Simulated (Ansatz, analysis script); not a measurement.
# AlNi3: moments against volume

Wanted: energy and moment of AlNi3 against volume, with typed moments, small moments and no spin.

Program: Ansatz 0.2.0. Level of theory: PBE, PAW set soft_1. Results are calculated unless marked as measured.

## 1. Set-up

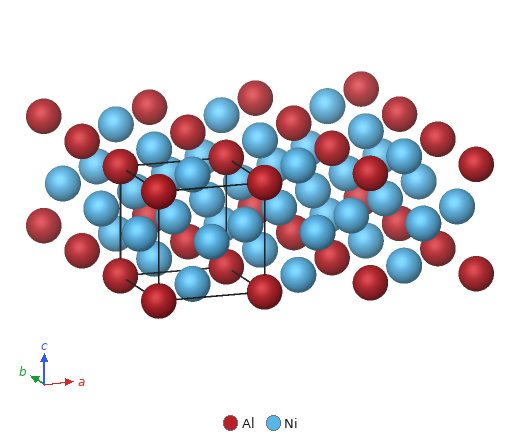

The cell as given, slightly off an axis (aluminium red, nickel blue). 3×3×1 cells are drawn. Some periodic images of atoms are drawn too.

The cell comes from the Materials Project, a database of computed structures, and the real compound, where it exists, may take another one.

The cell of this run holds 4 atoms, 3 of them with a starting moment; values «a cell» refer to the cell of the run in question.

## 2. Two spin channels first

A collinear run comes first: it shows whether moments survive, and how large they are.

input.yaml reads:

```yaml
crystal:
  lattice:
    - [3.5230547267, 0.0, 0.0]
    - [0.0, 3.5230547267, 0.0]
    - [0.0, 0.0, 3.5230547267]
  atoms:
    - { symbol: Al, position: [0.0, 0.0, 0.0] }
    - { symbol: Ni, position: [0.0, 0.5, 0.5], spin: 1.0 }
    - { symbol: Ni, position: [0.5, 0.0, 0.5], spin: 1.0 }
    - { symbol: Ni, position: [0.5, 0.5, 0.0], spin: 1.0 }
magnetization:
  spin_polarized: true
kpoints:
  mp_grid: { grid: [9, 9, 9] }
hamiltonian:
  xc: pbe
  pseudopotentials: { kind: paw, azcp: { folder: soft_1 } }
scf:
  occupations: { method: fermi_dirac, width: 0.05 }
  max_iter: 120
  convergence: { dr2_threshold: 1.0e-08 }
  lower_state_search: "off"
output:
  write_density: true
  write_potential: true
  elf: true
  volumetric_format: npy
```

On the command line:

```console
> ansatz run input.yaml --threads 2 --pin off --max-ram 5120MiB --backend cpu --events-out ev --progress --plain --runs-dir out
```

Numbers of over 12 decimals in the logs are rounded to 6 here.

The log of the run:

```text
Engine: ansatz 0.2.0, x86_64-unknown-linux-gnu
Pseudopotentials: kind: paw
Pseudopotential: Al, paw, valence charge 3, recommended cutoff 420 eV (normal), soft_1/Al.paw.azcp
Pseudopotential: Ni, paw, valence charge 18, recommended cutoff 420 eV (normal), soft_1/Ni.paw.azcp
Functional definition: PBE
  parameter kappa = 0.804
  parameter beta = 0.066725
  exchange = pbe_x(kappa = kappa, mu = beta*pi^2/3)
  correlation = pbe_c(beta = beta)
Crystal: 4 atoms, lattice volume = 43.728 Å³
Basis set: ecut = 420 eV, 847 PW (Γ)
Bands: 36, of which v1, the nominal top of the filled ones, is band 29 counted from 1 (28 counted from 0)
Symmetry: 48 space group operations
Space group: Pm-3m (ITA 221), of the structure as read, at distance tolerance 3.5e-5 Å
Magnetic group: BNS 221.92 (UNI 1594), of the structure as read, at distance tolerance 3.5e-5 Å
k-points: 35 of 729
Non-local potential: Al, projectors of the file, l = 0: 2, l = 1: 2, l = 2: 1
Non-local potential: Ni, projectors of the file, l = 0: 3, l = 1: 2, l = 2: 3, l = 3: 1
PAW form: soft (Blöchl's): semilocal exchange-correlation on the pseudo side does not see the compensation charge
PAW one-centre angular grid: Al, 110 points (default); XC on 64 Gauss nodes
PAW one-centre angular grid: Ni, 590 points (default); XC on 64 Gauss nodes
Initial density: superposition of atomic densities (chi_scale 0.1, normalization cell)
Starting moments: Σ|m| = 3 μB on 3 of 4 sites
Initial wavefunctions: pseudopotential atomic-orbital guess
Functional: x = pbe(κ = 0.804, μ = 0.219515), c = pbe(β = 0.066725)
iter 1 solved again at ethr=2.45e-3 eV; its pass at ethr=3.10e-3 eV (dr2=1.40e0 eV) is discarded
SCF iter   1: F=—  HF=-18058.542778 eV  |F-HF|=—  |Δ(HF+E_count)|=         —  Δρ=9.24e-2 (↑4.87e-2 ↓9.24e-2)  dr2=1.39e0  dr2_m=1.89e0  M=0.974 μB ∫|m|=1.248 μB  β_m=0.30  ethr=2.45e-3  ⟨swp⟩=1.2  Hψ=12185  notcnv=0
preconditioner: auto → Kerker (q_TF=auto, 2.852 Å⁻¹)  [metal: Δε(μ)=0.013 eV  Ē_g=8.734 eV  σ=0.050 eV  W_gap=0.07  n_scr=18 (ndim 8)  ℏωp=32.3 eV  f_vac=0.000  D(μ)=3.14/eV (n_scr^D=32)]
spin=Collinear: Kerker preconditioning applied to the charge; magnetization (m = ρ↑ − ρ↓) channel mixes plain (no charge-response kernel on spin).
SCF iter   2: F=—  HF=-18058.472193 eV  |F-HF|=—  |Δ(HF+E_count)|=   7.06e-2  Δρ=5.23e-2 (↑5.23e-2 ↓4.82e-2)  dr2=3.91e-1  dr2_m=9.40e-1  M=0.981 μB ∫|m|=1.248 μB  β_m=0.30  ethr=2.44e-3  ⟨swp⟩=2.7  Hψ=3659  notcnv=0
SCF iter   3: F=—  HF=-18058.442467 eV  |F-HF|=—  |Δ(HF+E_count)|=   2.97e-2  Δρ=4.10e-2 (↑3.62e-2 ↓4.10e-2)  dr2=2.90e-1  dr2_m=5.62e-1  M=0.916 μB ∫|m|=1.179 μB  β_m=0.30  ethr=6.85e-4  ⟨swp⟩=2.0  Hψ=3365  notcnv=0  defer=85
SCF iter   4: F=—  HF=-18058.350028 eV  |F-HF|=—  |Δ(HF+E_count)|=   9.24e-2  Δρ=3.04e-2 (↑3.04e-2 ↓2.36e-2)  dr2=1.90e-2  dr2_m=2.86e-1  M=0.912 μB ∫|m|=1.170 μB  β_m=0.30  ethr=5.10e-4  ⟨swp⟩=2.9  Hψ=4202  notcnv=0  defer=102
SCF iter   5: F=—  HF=-18058.360518 eV  |F-HF|=—  |Δ(HF+E_count)|=   1.05e-2  Δρ=2.24e-2 (↑2.24e-2 ↓1.99e-2)  dr2=4.93e-3  dr2_m=1.77e-1  M=0.871 μB ∫|m|=1.124 μB  β_m=0.30  ethr=3.34e-5  ⟨swp⟩=2.5  Hψ=4553  notcnv=0  defer=113
SCF iter   6: F=—  HF=-18058.367547 eV  |F-HF|=—  |Δ(HF+E_count)|=   7.03e-3  Δρ=1.74e-2 (↑1.74e-2 ↓1.50e-2)  dr2=2.67e-3  dr2_m=1.05e-1  M=0.848 μB ∫|m|=1.093 μB  β_m=0.30  ethr=8.65e-6  ⟨swp⟩=2.0  Hψ=4810  notcnv=0  defer=113
SCF iter   7: F=—  HF=-18058.373981 eV  |F-HF|=—  |Δ(HF+E_count)|=   6.43e-3  Δρ=1.32e-2 (↑1.32e-2 ↓1.26e-2)  dr2=3.35e-4  dr2_m=6.63e-2  M=0.822 μB ∫|m|=1.061 μB  β_m=0.30  ethr=4.69e-6  ⟨swp⟩=1.6  Hψ=2739  notcnv=0  defer=114
SCF iter   8: F=—  HF=-18058.377673 eV  |F-HF|=—  |Δ(HF+E_count)|=   3.69e-3  Δρ=1.05e-2 (↑1.01e-2 ↓1.05e-2)  dr2=5.91e-5  dr2_m=4.25e-2  M=0.800 μB ∫|m|=1.033 μB  β_m=0.30  ethr=5.88e-7  ⟨swp⟩=2.0  Hψ=4543  notcnv=0  defer=114
Mixer restart at iter 8: flushing history
spin-set hold released at iteration 8 (site moments contracting): the magnetisation degrees of freedom join the quasi-Newton model from the next iteration; the mixer history was flushed
SCF iter   9: F=—  HF=-18058.380290 eV  |F-HF|=—  |Δ(HF+E_count)|=   2.62e-3  Δρ=8.72e-3 (↑7.82e-3 ↓8.72e-3)  dr2=2.20e-4  dr2_m=2.74e-2  M=0.783 μB ∫|m|=1.011 μB  β_m=0.54  ethr=1.04e-7  ⟨swp⟩=2.1  Hψ=4173  notcnv=0  defer=114
SCF iter  10: F=—  HF=-18058.385009 eV  |F-HF|=—  |Δ(HF+E_count)|=   4.72e-3  Δρ=3.26e-3 (↑3.26e-3 ↓3.01e-4)  dr2=2.30e-3  dr2_m=1.10e-3  M=0.730 μB ∫|m|=0.930 μB  β_m=0.47  ethr=1.04e-7  ⟨swp⟩=2.6  Hψ=5161  notcnv=0  defer=114
SCF iter  11: F=—  HF=-18058.384747 eV  |F-HF|=—  |Δ(HF+E_count)|=   2.62e-4  Δρ=6.80e-4 (↑5.71e-4 ↓6.80e-4)  dr2=1.95e-5  dr2_m=1.52e-4  M=0.709 μB ∫|m|=0.904 μB  β_m=0.74  ethr=1.04e-7  ⟨swp⟩=2.5  Hψ=4798  notcnv=0  defer=114
SCF iter  12: F=—  HF=-18058.384883 eV  |F-HF|=—  |Δ(HF+E_count)|=   1.36e-4  Δρ=4.49e-4 (↑4.49e-4 ↓2.12e-4)  dr2=2.52e-5  dr2_m=3.61e-5  M=0.705 μB ∫|m|=0.891 μB  β_m=0.87  ethr=3.43e-8  ⟨swp⟩=2.0  Hψ=3992  notcnv=0  defer=114
SCF iter  13: F=—  HF=-18058.384947 eV  |F-HF|=—  |Δ(HF+E_count)|=   6.40e-5  Δρ=1.78e-4 (↑1.78e-4 ↓1.28e-4)  dr2=2.45e-5  dr2_m=3.98e-7  M=0.699 μB ∫|m|=0.876 μB  β_m=0.84  ethr=3.43e-8  ⟨swp⟩=2.2  Hψ=4254  notcnv=0  defer=114
SCF iter  14: F=—  HF=-18058.384958 eV  |F-HF|=—  |Δ(HF+E_count)|=   1.08e-5  Δρ=7.65e-5 (↑4.58e-5 ↓7.65e-5)  dr2=3.55e-6  dr2_m=1.27e-7  M=0.697 μB ∫|m|=0.874 μB  β_m=0.92  ethr=3.43e-8  ⟨swp⟩=2.0  Hψ=3386  notcnv=0  defer=114
SCF iter  15: F=—  HF=-18058.384932 eV  |F-HF|=—  |Δ(HF+E_count)|=   2.53e-5  Δρ=3.15e-5 (↑9.44e-6 ↓3.15e-5)  dr2=3.87e-7  dr2_m=6.46e-8  M=0.697 μB ∫|m|=0.874 μB  β_m=0.86  ethr=6.23e-9  ⟨swp⟩=1.0  Hψ=2415  notcnv=0  defer=114
iter 16 did not close the SCF: its close was put off for a magnetic moment that had not settled (scf_convergence_deferred on its scf_iter line)
SCF iter  16: F=-18058.384932 eV  HF=-18058.384932 eV  |F-HF|=1.23e-9  |Δ(HF+E_count)|=   4.25e-8  Δρ=3.78e-6 (↑2.80e-6 ↓3.78e-6)  dr2=1.93e-9  dr2_m=4.13e-9  M=0.697 μB ∫|m|=0.873 μB  β_m=0.93  ethr=1.75e-11  ⟨swp⟩=7.5  Hψ=9909  notcnv=0
SCF iter  17: F=-18058.384932 eV  HF=-18058.384932 eV  |F-HF|=7.28e-11  |Δ(HF+E_count)|=   1.16e-9  Δρ=5.26e-7 (↑5.21e-7 ↓5.26e-7)  dr2=1.56e-10  dr2_m=8.62e-11  M=0.697 μB ∫|m|=0.873 μB  ethr=3.39e-12  ⟨swp⟩=1.6  Hψ=6682  notcnv=0
SCF 1 converged in 17 iterations: F = -18058.384932 eV  dr2 = 1.56e-10
  greatest PAW one-centre occupation: 1.000 electrons in one spin orbital (limit 2), on the Ni atom at site 3 (counted from 0), in its partial waves of l = 1
SCF converged after 17 iterations
Magnetization: 0.6970 μB (28.8485 up, 28.1515 down)
Absolute magnetization: 0.8733 μB (∫|ρ↑−ρ↓|, with the PAW one-centre terms)
Spin contamination: 0.0114 ħ² per cell (⟨S²⟩ above its minimum at these occupations)
Per-site moments (μB) at R_I (Å): [(-0.015739, 1.027610), (0.258250, 1.027610), (0.258250, 1.027610), (0.258250, 1.027610)]
Free energy (F): -18058.384932 eV
Harris-Foulkes:  -18058.384932 eV  (|F-HF|=7.28e-11)
Internal energy: -18058.357112 eV  (E = F + TS)
E sigma→0 (E₀):  -18058.371022 eV
Entropy (-TS):   -0.027820 eV (-6.955 meV/atom)
Fermi energy:    16.303464 eV
--- Per-component energies (eV) ---
  E_band       = -911.052525
  E_kinetic    = 1050.930953
  E_local      = -9767.870063  (includes V_loc(G=0)·N_el)
  E_nonlocal   = -344.752551
  E_hartree    = 5211.338986
  E_xc         = -380.003854
  E_vxc        = -471.004998  (∫ρ·V_xc dr)
  E_paw        = -5439.824222  (= ΣΔE_a)
  E_vpaw       = -1801.036674  (= ΣTr[D̂ρ^β])
  E_aug_tail   = 0.003181  (compensation charges beyond the density's cutoff)
  E_ewald      = -8388.179542
  E_smearing   = -0.027820  (= −TS)
  E_closure    = -0.000000  (closes the sum)
  Σ components = -18058.384932   (vs F -18058.384932, Δ=0.00e0)
--- Band table (eV; the first three rows and the last of 70) ---
  k-point 0 ↑: bands = [... 25 lower, 16.2356, 16.2356, 16.2356, 17.1222, 17.1222, 17.1222, 22.9830, 22.9830, ... 3 higher]
  k-point 1 ↑: bands = [... 25 lower, 15.8986, 15.9876, 16.2358, 16.5453, 17.6579, 17.6579, 22.9674, 23.3784, ... 3 higher]
  k-point 2 ↑: bands = [... 25 lower, 15.7103, 15.7297, 15.8382, 16.2361, 18.6423, 18.6423, 22.9223, 23.6393, ... 3 higher]
  k-point 34 ↓: bands = [... 25 lower, 15.4355, 15.4355, 15.9545, 16.4279, 16.5164, 16.5164, 20.1528, 20.7009, ... 3 higher]
```

Run time: 20 s. Hardware: 2 threads of Intel Xeon at 2.50GHz (Skylake/Cascade Lake), shared host; peak memory 0.36 GiB; 19 s of CPU time.

The column dr2 measures how far the density is from self-consistency, as an energy; F and HF (Harris–Foulkes) agree once it is small.

Spin moment in the atom's sphere by atom:

| atom | spin moment in the atom's sphere (μB) |
| --- | --- |
| Al1 | -0.016 |
| Ni2 | 0.258 |
| Ni3 | 0.258 |
| Ni4 | 0.258 |

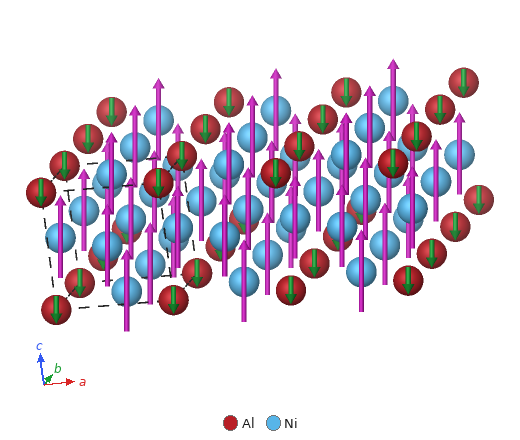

Spin moment in the atom's sphere as arrows, the longest 0.258 μB. Up and down stand for the sign. Arrows give size and sign along the axis of quantisation, drawn up and down the page. Each arrow also spans its atom, so small moments look longer than they are. The two directions have two colours. 3×3×1 cells are drawn. Some periodic images of atoms are drawn too.

Tables count atoms from 1; parts of the log count from 0.

The run ends ferromagnetic, with a net moment of 0.697 μB a cell. Only this order was typed.

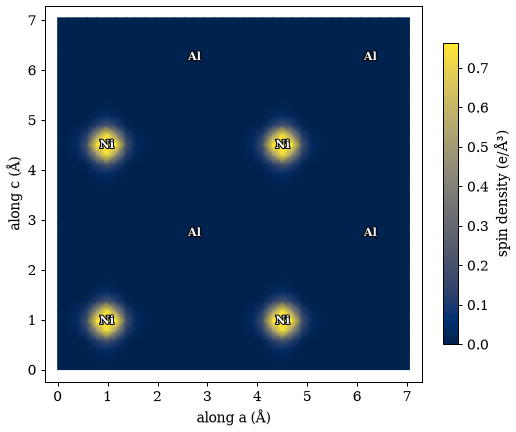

Spin density in the ac plane at fractional y = 0.000, with atoms of Al and Ni within 0.2 Å of it. The map starts off the cell's origin, so that atoms lie inside it.

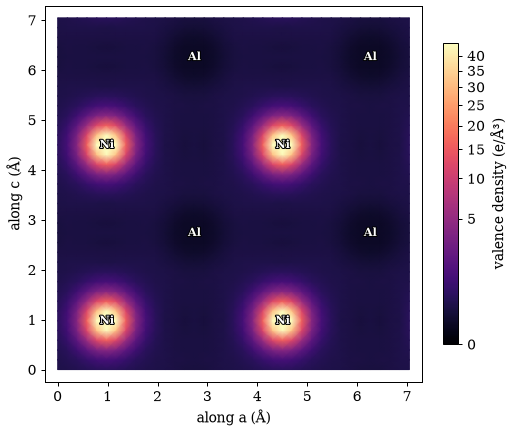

Valence density in the ac plane at fractional y = 0.000, with atoms of Al and Ni within 0.2 Å of it. It is the smooth field of the valence electrons, not physical close to the nuclei. The map starts off the cell's origin, so that atoms lie inside it. The colour scale is stretched toward low values.

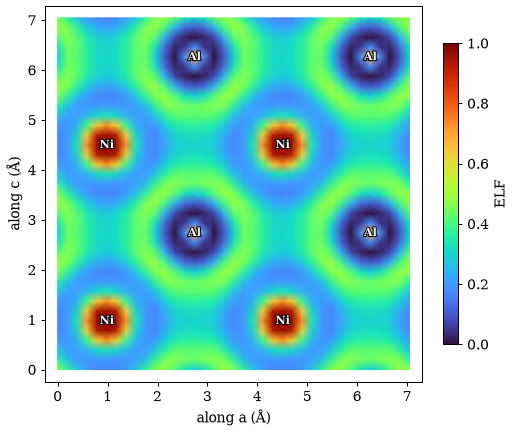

ELF in the ac plane at fractional y = 0.000, with atoms of Al and Ni within 0.2 Å of it. It is the smooth field of the valence electrons, not physical close to the nuclei. The map starts off the cell's origin, so that atoms lie inside it.

## 3. Mesh refined

Levels at the Fermi energy are partly filled, so moments and energy differences can hang on the k-mesh, and the state is solved again on a denser one.

input.yaml, the sections that differ from step 2:

```yaml
crystal:
  lattice:
    - [3.5230547267, 0.0, 0.0]
    - [0.0, 3.5230547267, 0.0]
    - [0.0, 0.0, 3.5230547267]
  atoms:
    - { symbol: Al, position: [0.0, 0.0, 0.0] }
    - { symbol: Ni, position: [0.0, 0.5, 0.5], spin: 0.26 }
    - { symbol: Ni, position: [0.5, 0.0, 0.5], spin: 0.26 }
    - { symbol: Ni, position: [0.5, 0.5, 0.0], spin: 0.26 }
kpoints:
  mp_grid: { grid: [11, 11, 11] }
basis:
  ecutwfc: 420.0
checkpoint:
  read: start
  write: ck
  compress: false
  write_wavefunctions: false
  write_every: 100000
# magnetization, hamiltonian, scf: as in step 2
# output: removed
```

The log of the run:

```text
[...]
Absolute magnetization: 0.8819 μB (∫|ρ↑−ρ↓|, with the PAW one-centre terms)
[...]
Per-site moments (μB) at R_I (Å): [(-0.015035, 1.027610), (0.262796, 1.027610), (0.262796, 1.027610), (0.262796, 1.027610)]
Free energy (F): -18058.384044 eV
[...]
Internal energy: -18058.356271 eV  (E = F + TS)
E sigma→0 (E₀):  -18058.370157 eV
Entropy (-TS):   -0.027772 eV (-6.943 meV/atom)
Fermi energy:    16.302377 eV
[...]
[key lines of the parts left out:]
SCF converged after 7 iterations
Magnetization: 0.7137 μB (28.8569 up, 28.1431 down)
```

Elapsed: 16 s, on 2 threads; peak memory 0.39 GiB.

Spin moment in the atom's sphere by atom:

| atom | spin moment in the atom's sphere (μB) |
| --- | --- |
| Al1 | -0.015 |
| Ni2 | 0.263 |
| Ni3 | 0.263 |
| Ni4 | 0.263 |

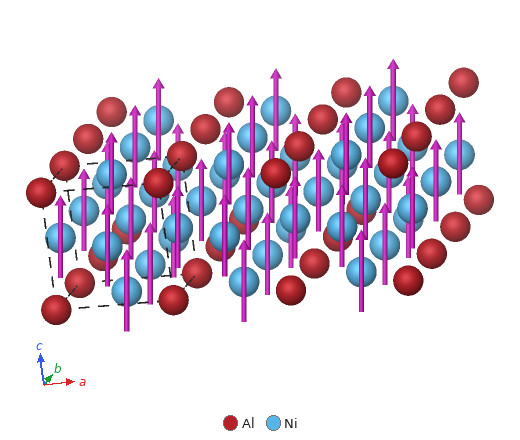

Spin moment in the atom's sphere as arrows, the longest 0.263 μB. Up and down stand for the sign. Arrows give size and sign along the axis of quantisation, drawn up and down the page. 3×3×1 cells are drawn. Some periodic images of atoms are drawn too.

The run ends ferromagnetic, with a net moment of 0.714 μB a cell, against 0.697 μB on the first mesh.

The cell's volume is scaled by the factor named; fractional positions stay, and energies count from the lowest run.

## 4. Factor 0.82, typed moments

Three starts at each size show whether high-spin, low-spin and non-magnetic states coexist. One mesh, built for the smallest cell, and one cutoff serve all sizes, so that energies can be subtracted.

input.yaml, the sections that differ from step 3:

```yaml
crystal:
  lattice:
    - [3.29754457, 0.0, 0.0]
    - [0.0, 3.29754457, 0.0]
    - [0.0, 0.0, 3.29754457]
  atoms:
    - { symbol: Al, position: [0.0, 0.0, 0.0] }
    - { symbol: Ni, position: [0.0, 0.5, 0.5], spin: 1.0 }
    - { symbol: Ni, position: [0.5, 0.0, 0.5], spin: 1.0 }
    - { symbol: Ni, position: [0.5, 0.5, 0.0], spin: 1.0 }
kpoints:
  mp_grid: { grid: [12, 12, 12] }
output:
  stress: true
# magnetization, hamiltonian, scf, basis: as in step 3
# checkpoint: removed
```

On the command line:

```console
> ansatz run input.yaml --threads 1 --pin off --max-ram 2560MiB --backend cpu --events-out ev --progress --plain --runs-dir out
```

The log of the run:

```text
Warning: output.stress: scf.convergence.dr2_threshold = 1e-8 eV is looser than the 4e-10 eV advised for a printed stress (1e-10 eV for each atom of the cell: 4). What an SCF threshold leaves in a stress goes as its square root, and in the free energy as the threshold itself, and one threshold admits the most on a small cell: [figures from the program's tests cut] Set scf.convergence.dr2_threshold to 4e-10 eV or tighter. The threshold is an SCF's pass mark: one that does not reach it within its budget of iterations ends unconverged, or closes short of it on a stop that the run arms, and scf.convergence.dr2_threshold's page says what that costs each kind of run
[...]
Crystal: 4 atoms, lattice volume = 35.857 Å³
Basis set: ecut = 420 eV, 739 PW (Γ)
Bands: 36, of which v1, the nominal top of the filled ones, is band 29 counted from 1 (28 counted from 0)
Symmetry: 48 space group operations
[...]
k-points: 84 of 1728
[...]
Starting moments: Σ|m| = 3 μB on 3 of 4 sites
[...]
SCF iter  19: F=-18056.676593 eV  HF=-18056.676593 eV  |F-HF|=3.97e-10  |Δ(HF+E_count)|=   3.81e-9  Δρ=9.39e-7 (↑9.39e-7 ↓5.61e-7)  dr2=5.18e-10  dr2_m=3.47e-11  M=0.212 μB ∫|m|=0.258 μB  ethr=1.05e-12  ⟨swp⟩=2.4  Hψ=24533  notcnv=0
SCF 1 converged in 19 iterations: F = -18056.676593 eV  dr2 = 5.18e-10
[...]
SCF converged after 19 iterations
Magnetization: 0.2120 μB (28.6060 up, 28.3940 down)
Absolute magnetization: 0.2575 μB (∫|ρ↑−ρ↓|, with the PAW one-centre terms)
[...]
Per-site moments (μB) at R_I (Å): [(-0.00419981, 0.961833), (0.077523, 0.961833), (0.077523, 0.961833), (0.077523, 0.961833)]
Free energy (F): -18056.676593 eV
[...]
Internal energy: -18056.644913 eV  (E = F + TS)
E sigma→0 (E₀):  -18056.660753 eV
Entropy (-TS):   -0.031680 eV (-7.920 meV/atom)
Fermi energy:    20.703445 eV
[...]
--- Stress (GPa, compression-positive) ---
       72.897327       0.000000       0.000000
       -0.000000      72.897327       0.000000
        0.000000       0.000000      72.897327
  P = ⅓ Tr σ = 72.8973 GPa (728.973 kbar)
```

Elapsed: 48 s, on 1 thread; peak memory 0.42 GiB.

It ends weakly spin-polarised, with 0.0775 μB on the largest site.

## 5. Factor 0.82, starting moments cut to 30 %

A self-consistent run from these starting moments shows which magnetic state they lead to.

input.yaml, the sections that differ from step 4:

```yaml
crystal:
  lattice:
    - [3.29754457, 0.0, 0.0]
    - [0.0, 3.29754457, 0.0]
    - [0.0, 0.0, 3.29754457]
  atoms:
    - { symbol: Al, position: [0.0, 0.0, 0.0] }
    - { symbol: Ni, position: [0.0, 0.5, 0.5], spin: 0.3 }
    - { symbol: Ni, position: [0.5, 0.0, 0.5], spin: 0.3 }
    - { symbol: Ni, position: [0.5, 0.5, 0.0], spin: 0.3 }
# magnetization, kpoints, hamiltonian, scf, basis, output: as in step 4
```

The log of the run:

```text
[...]
Crystal: 4 atoms, lattice volume = 35.857 Å³
Basis set: ecut = 420 eV, 739 PW (Γ)
Bands: 35, of which v1, the nominal top of the filled ones, is band 29 counted from 1 (28 counted from 0)
Symmetry: 48 space group operations
[...]
k-points: 84 of 1728
[...]
Internal energy: -18056.644914 eV  (E = F + TS)
E sigma→0 (E₀):  -18056.660754 eV
Entropy (-TS):   -0.031679 eV (-7.920 meV/atom)
Fermi energy:    20.703447 eV
[...]
--- Stress (GPa, compression-positive) ---
       72.897469      -0.000000       0.000000
       -0.000000      72.897469       0.000000
        0.000000       0.000000      72.897469
  P = ⅓ Tr σ = 72.8975 GPa (728.975 kbar)
[key lines of the parts left out:]
SCF converged after 18 iterations
Magnetization: 0.2120 μB (28.6060 up, 28.3940 down)
Free energy (F): -18056.676593 eV
```

It took 42 s on 1 thread; peak memory 0.42 GiB.

It ends weakly spin-polarised, with 0.0775 μB on the largest site.

[end of part 1 of 2]

[Logs and program files are shortened in this print: banners, set-up blocks, solver, clock and traceback lines can be left out without a mark of their own.]

[Logs are printed without paths, hosts, clocks, repeated set-up lines and the standing remarks that a program may print on its own settings, such as how far it seeks lower states.]

[Hosts, paths, dates, database ids (printed as entryN), source tags and the programs' standing remarks are cut or masked in the printed files.]

[Where the input sets lower_state_search to off, the program did not look for lower states, so one may exist.]
